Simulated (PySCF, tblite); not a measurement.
# C₅HNO₃: vibronic structure

Aim: compute the vibronic structure of C₅HNO₃ (`N#CC1=CC(=O)OC1=O`).

Computed with tblite 0.8.0 and PySCF 2.14.0 and routines of our own; the level stands in each step. Atoms count from 0.

## Step 1: The system as given

10 atoms, charge 0, multiplicity 1; geometry from: force field or distance geometry start.

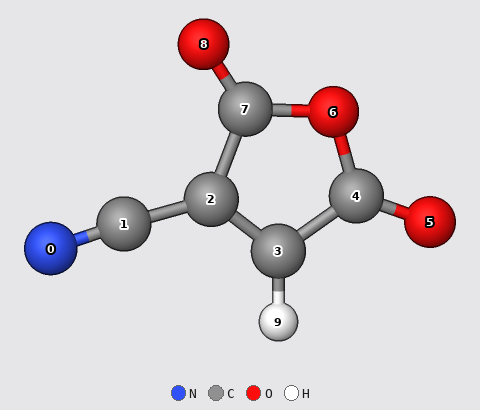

The starting geometry (nitrogen blue, carbon grey, oxygen red, hydrogen white).

## Step 2: Relaxing the molecule with GFN2-xTB

What the job is given:

```
{"job": {"kind": "relax", "xc": "GFN2-xTB", "basis": "xTB"}, "charge": 0, "multiplicity": 1}
N      3.105600    -0.672700    -0.069900
C      1.973300    -0.361000    -0.058300
C      0.616800    -0.065300    -0.015900
C     -0.397700    -0.915400     0.061300
C     -1.620600    -0.142300     0.071300
O     -2.744600    -0.607000     0.129600
O     -1.290100     1.166100    -0.032700
C      0.059700     1.284700    -0.079200
O      0.684200     2.315100    -0.169100
H     -0.377800    -1.997600     0.140400
```

Run with:

```
$ OMP_NUM_THREADS=1 python excited_run.py task.json out
```

One launch serves the whole session: the jobs run in the order shown.

Log:

```text
step      E/eV     max force
  0    -714.53665    4.002
  1    -714.15812   12.851
  2    -714.66912    2.883
  3    -714.63262    2.892
  4    -714.72957    0.456
  5    -714.73776    0.400
  6    -714.75058    0.563
  7    -714.75550    0.555
  8    -714.75781    0.183
  9    -714.75853    0.094
 10    -714.75899    0.078
 11    -714.75915    0.050
 12    -714.75928    0.045
 13    -714.75946    0.063
 14    -714.75977    0.085
 15    -714.76010    0.075
 16    -714.76036    0.062
 17    -714.76057    0.049
 18    -714.76078    0.065
 19    -714.76096    0.058
 20    -714.76107    0.036
 21    -714.76112    0.019
 22    -714.76115    0.022
 23    -714.76118    0.024
 24    -714.76120    0.017
 25    -714.76122    0.009
```

It took 0.12 s on 1 thread of Intel Xeon Platinum 8488C, shared host.

The steps of the relaxation: (the energy doesn't fall at every step)

| step | energy from step 0 (eV) | largest force (eV/Å) |
| --- | --- | --- |
| 0 | 0.0000 | 4.0018 |
| 1 | 0.3785 | 12.8508 |
| 2 | -0.1325 | 2.8829 |
| 3 | -0.0960 | 2.8920 |
| 4 | -0.1929 | 0.4563 |
| 5 | -0.2011 | 0.3999 |
| 6 | -0.2139 | 0.5632 |
| 7 | -0.2188 | 0.5545 |
| 8 | -0.2212 | 0.1833 |
| 9 | -0.2219 | 0.0937 |
| 10 | -0.2223 | 0.0784 |
| 11 | -0.2225 | 0.0500 |
| 12 | -0.2226 | 0.0449 |
| 13 | -0.2228 | 0.0635 |
| 14 | -0.2231 | 0.0848 |
| 15 | -0.2234 | 0.0751 |
| 16 | -0.2237 | 0.0617 |
| 17 | -0.2239 | 0.0489 |
| 18 | -0.2241 | 0.0652 |
| 19 | -0.2243 | 0.0582 |
| 20 | -0.2244 | 0.0360 |
| 21 | -0.2245 | 0.0191 |
| 22 | -0.2245 | 0.0224 |
| 23 | -0.2245 | 0.0242 |
| 24 | -0.2246 | 0.0166 |
| 25 | -0.2246 | 0.0090 |

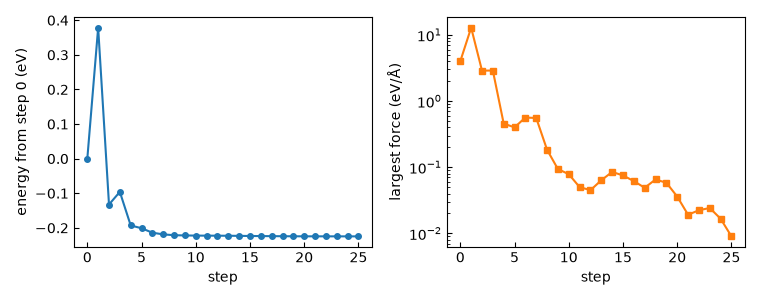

Energy and force, step by step.

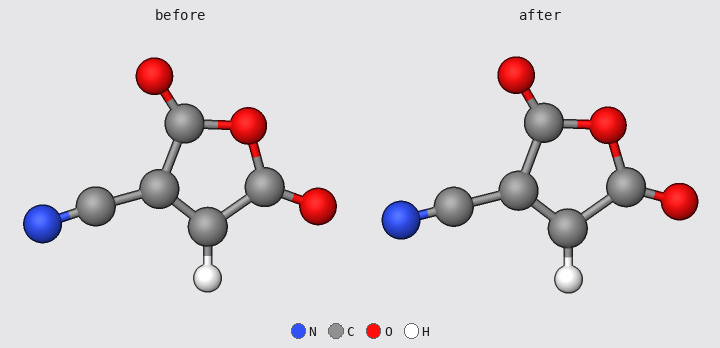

The geometry before (left) and after (right).

Close pairs (by a distance rule), those that changed most:

| bond | before (Å) | after (Å) | change (Å) |
| --- | --- | --- | --- |
| C2–C7 | 1.462 | 1.512 | +0.051 |
| C3–C4 | 1.447 | 1.488 | +0.041 |
| C4–O5 | 1.218 | 1.187 | -0.031 |
| N0–C1 | 1.174 | 1.145 | -0.030 |
| C4–O6 | 1.353 | 1.377 | +0.024 |
| C7–O8 | 1.208 | 1.185 | -0.023 |
| C1–C2 | 1.389 | 1.405 | +0.016 |
| C2–C3 | 1.326 | 1.339 | +0.014 |

The next job starts from the end point, and lists it.

## Step 3: Infrared spectrum with GFN2-xTB

What the job is given:

```
{"job": {"kind": "ir", "xc": "GFN2-xTB", "basis": "xTB"}, "charge": 0, "multiplicity": 1}
N      3.138069    -0.605087    -0.077996
C      2.015711    -0.380910    -0.050776
C      0.636410    -0.113464    -0.016978
C     -0.396750    -0.961176     0.071850
C     -1.649179    -0.158479     0.066151
O     -2.777857    -0.520166     0.129049
O     -1.282824     1.165668    -0.028497
C      0.074159     1.289023    -0.084076
O      0.648118     2.322260    -0.169055
H     -0.396976    -2.033016     0.137801
```

Log:

```text
mode    cm-1     km/mol
  1     112.8     16.92
  2     128.1      7.83
  3     146.0      3.33
  4     262.3      3.06
  5     373.3     15.08
  6     455.7      0.12
  7     503.5      0.30
  8     510.2      7.63
  9     602.6      2.84
 10     647.6      5.56
 11     671.4     22.76
 12     732.6     10.94
 13     771.1      9.96
 14     847.6     49.87
 15     926.8    152.49
 16     945.4     50.51
 17    1114.9      3.50
 18    1146.3    338.82
 19    1188.4     67.11
 20    1634.8      7.25
 21    1818.2    736.52
 22    1843.2    115.72
 23    2368.3     58.47
 24    3158.1      2.59
```

Wall time 0.23 s (1 thread of Intel Xeon Platinum 8488C, shared host).

The strongest bands and the atoms that carry them (share of the mass-weighted mode):

| cm⁻¹ | km/mol | atoms |
| --- | --- | --- |
| 848 | 49.9 | H9 63 %, C3 23 % |
| 927 | 152.5 | O6 64 % |
| 945 | 50.5 | C3 28 %, O6 21 %, C4 17 %, C7 16 % |
| 1146 | 338.8 | C4 35 %, O6 23 %, C7 23 %, C3 13 % |
| 1188 | 67.1 | C2 60 %, H9 13 % |
| 1818 | 736.5 | C4 41 %, O5 26 %, C7 20 %, O8 13 % |
| 1843 | 115.7 | C7 42 %, O8 25 %, C4 21 %, O5 12 % |
| 2368 | 58.5 | C1 60 %, N0 39 % |

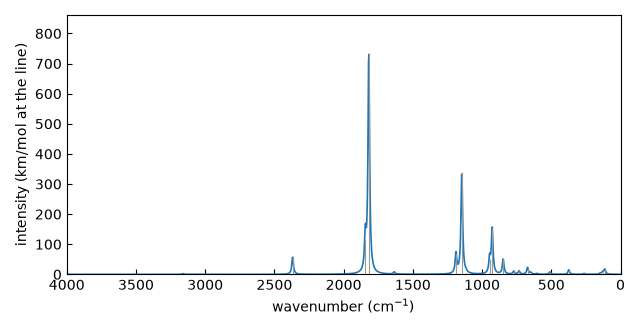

The infrared spectrum from these modes, unscaled. Lines are broadened to a width of 14 cm⁻¹ (Lorentzian).

## Step 4: Vibronic structure: TDDFT CAM-B3LYP/6-31G*

The job, as its differences from that of step 3:

```diff
@@ -1,2 +1,2 @@
-{"job": {"kind": "ir", "xc": "GFN2-xTB", "basis": "xTB"}, "charge": 0, "multiplicity": 1}
+{"job": {"kind": "vib", "xc": "CAM-B3LYP", "basis": "6-31G*", "tda": false}, "charge": 0, "multiplicity": 1}
 N      3.138069    -0.605087    -0.077996
```

With the program's defaults for keys left out, this is: TDDFT CAM-B3LYP/6-31G* vertical-gradient vibronic structure (displaced harmonic oscillators, Condon), gas phase.

Log:

```text
final grid: 49032 points
cycle   1  E = -470.9155484284  dE =  2.407e+00  |g| = 1.371e+00  |ddm| = 4.049e+00
cycle   2  E = -470.0126421168  dE =  9.029e-01  |g| = 2.608e+00  |ddm| = 3.642e+00
cycle   3  E = -471.3063730111  dE = -1.294e+00  |g| = 2.178e-01  |ddm| = 2.562e+00
cycle   4  E = -471.3120468157  dE = -5.674e-03  |g| = 1.354e-01  |ddm| = 2.288e-01
cycle   5  E = -471.3154194542  dE = -3.373e-03  |g| = 1.851e-02  |ddm| = 1.132e-01
cycle   6  E = -471.3154903213  dE = -7.087e-05  |g| = 8.697e-03  |ddm| = 2.578e-02
cycle   7  E = -471.3155052223  dE = -1.490e-05  |g| = 4.200e-03  |ddm| = 1.124e-02
cycle   8  E = -471.3155088772  dE = -3.655e-06  |g| = 9.174e-04  |ddm| = 4.448e-03
cycle   9  E = -471.3155091481  dE = -2.709e-07  |g| = 2.393e-04  |ddm| = 1.785e-03
cycle  10  E = -471.3155091603  dE = -1.221e-08  |g| = 1.186e-04  |ddm| = 3.494e-04
cycle  11  E = -471.3155091638  dE = -3.521e-09  |g| = 3.831e-05  |ddm| = 1.424e-04
cycle  12  E = -471.3155091642  dE = -3.307e-10  |g| = 1.495e-05  |ddm| = 4.786e-05
converged SCF energy = -471.3155091642

Singlet excitations (eV, f): 3.923 (0.0004)  4.524 (0.0000)  5.268 (0.1545)  5.824 (0.0000)  6.030 (0.2468)  6.979 (0.0051)

State S1  3.9230 eV  f = 0.00039  H->L 0.93
  relaxed dipole 3.173 D, largest gradient of the excitation energy 0.0990 Eh/bohr
  mode    cm-1        S   lambda/meV  Raman
   22   1843.2    0.5089     116.3   1.000
   18   1146.3    0.6751      96.0   0.513
   20   1634.8    0.2502      50.7   0.387
   19   1188.4    0.2795      41.2   0.228
    5    373.3    0.5152      23.8   0.042
   21   1818.2    0.0725      16.3   0.139
   13    771.1    0.1458      13.9   0.050
    8    510.2    0.2088      13.2   0.031
   16    945.4    0.0902      10.6   0.047
   10    647.6    0.0748       6.0   0.018
    6    455.7    0.0945       5.3   0.011
   15    926.8    0.0249       2.9   0.012
  reorganisation energy 0.3994 eV, total S 2.962, 0-0 3.5237 eV
  absorption maximum 3.808 eV, width 0.668 eV

State S3  5.2683 eV  f = 0.15446  H-1->L 0.75, H-3->L 0.20
  relaxed dipole 3.550 D, largest gradient of the excitation energy 0.0947 Eh/bohr
  mode    cm-1        S   lambda/meV  Raman
   20   1634.8    1.1416     231.4   1.000
    9    602.6    1.1129      83.1   0.132
   23   2368.3    0.1696      49.8   0.312
   10    647.6    0.6190      49.7   0.085
   18   1146.3    0.2680      38.1   0.115
   19   1188.4    0.2335      34.4   0.108
   16    945.4    0.2379      27.9   0.070
    8    510.2    0.4072      25.8   0.035
    2    128.1    0.4703       7.5   0.003
   13    771.1    0.0592       5.7   0.012
   22   1843.2    0.0202       4.6   0.023
  reorganisation energy 0.5605 eV, total S 4.760, 0-0 4.7078 eV
  absorption maximum 5.204 eV, width 0.680 eV

State S5  6.0305 eV  f = 0.24682  H-3->L 0.75, H-1->L 0.20
  relaxed dipole 3.470 D, largest gradient of the excitation energy 0.0902 Eh/bohr
  mode    cm-1        S   lambda/meV  Raman
   18   1146.3    2.3767     337.8   1.000
   20   1634.8    0.5764     116.8   0.493
   22   1843.2    0.3896      89.0   0.424
   19   1188.4    0.6040      89.0   0.273
    5    373.3    0.8930      41.3   0.040
    8    510.2    0.3929      24.9   0.033
   10    647.6    0.2468      19.8   0.033
   16    945.4    0.1175      13.8   0.034
    6    455.7    0.1842      10.4   0.012
    9    602.6    0.1371      10.2   0.016
   23   2368.3    0.0269       7.9   0.048
   13    771.1    0.0647       6.2   0.012
  reorganisation energy 0.7781 eV, total S 6.083, 0-0 5.2524 eV
  absorption maximum 5.960 eV, width 0.820 eV

State T1  3.1513 eV  f = 0.00000  H-1->L 0.91
  relaxed dipole 2.790 D, largest gradient of the excitation energy 0.1353 Eh/bohr
  mode    cm-1        S   lambda/meV  Raman
   20   1634.8    2.6111     529.3   1.000
   23   2368.3    0.1527      44.9   0.123
   16    945.4    0.2215      26.0   0.028
   19   1188.4    0.1619      23.9   0.033
   10    647.6    0.2777      22.3   0.017
    9    602.6    0.2191      16.4   0.011
   18   1146.3    0.1094      15.5   0.021
    8    510.2    0.1655      10.5   0.006
   22   1843.2    0.0204       4.7   0.010
   24   3158.1    0.0067       2.6   0.010
    6    455.7    0.0324       1.8   0.001
    2    128.1    0.0997       1.6   0.000
  reorganisation energy 0.7027 eV, total S 4.104, 0-0 2.4486 eV
  absorption maximum 3.059 eV, width 0.832 eV
```

It took 29 s on 1 thread of Intel Xeon Platinum 8488C, shared host; peak memory 0.72 GiB.

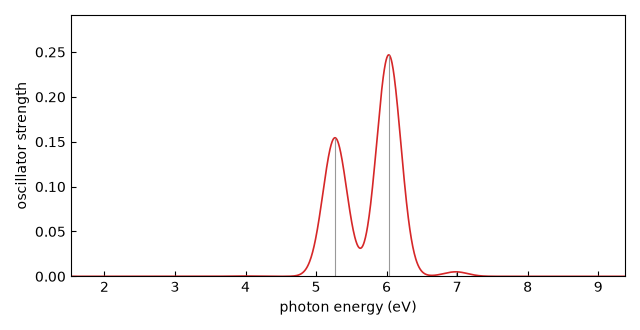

Absorption lines of the singlets. Lines are broadened to a width of 0.40 eV (Gaussian).

## Step 5: Outcome

| quantity | value |
| --- | --- |
| strongest single infrared mode (GFN2-xTB) | 1818 cm⁻¹, 737 km/mol |
| zero-point energy (GFN2-xTB) | 32.8 kcal/mol |
| S1: vertical, reorganisation, 0-0, total S (step 4, TDDFT CAM-B3LYP/6-31G*, modes from GFN2-xTB) | 3.92, 0.40, 3.52 eV; 3.0 |
| S3: vertical, reorganisation, 0-0, total S (step 4, TDDFT CAM-B3LYP/6-31G*, modes from GFN2-xTB) | 5.27, 0.56, 4.71 eV; 4.8 |
| S5: vertical, reorganisation, 0-0, total S (step 4, TDDFT CAM-B3LYP/6-31G*, modes from GFN2-xTB) | 6.03, 0.78, 5.25 eV; 6.1 |

**Reading.** All 24 modes are real, so the xTB geometry is a minimum. The strongest single mode, at 1818 cm⁻¹, is spread over several atoms, C4, O5, C7, O8 among them. GFN2-xTB is a fitted tight-binding method: band positions and strengths are rough. Its intensities can rank the bands wrongly. The vibronic model keeps the ground-state modes (from xTB) and shifts them along the gradient alone, so it can miss much of the relaxation that a full optimisation finds.
